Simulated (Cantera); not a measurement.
A closed system holds: 1 mol Cr, 0.021 mol H₂O, 68 mol N₂, equilibrated at 2.30 Pa.

Cantera equilibrium calculation (NASA polynomials, part measured and part estimated; ideal gas, pure solids and liquids). Candidate condensed phases: Cr, CrN, Cr₂N, Cr₂O₃, H₂O; 29 gas species. Mutual solubility and eutectic melting of coexisting phases are not modelled. Equilibrium is a limit: real reactors are often held back by kinetics, nucleation or transport.

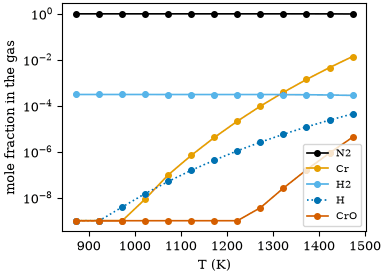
*Equilibrium gas composition (values under 1e-9 drawn at 1e-9)*

Q: Read off the mole fractions at 1173 K.

A: N₂ about 1.00, H₂ about 0.00031, Cr about 4.2e-6, H about 4.3e-7.
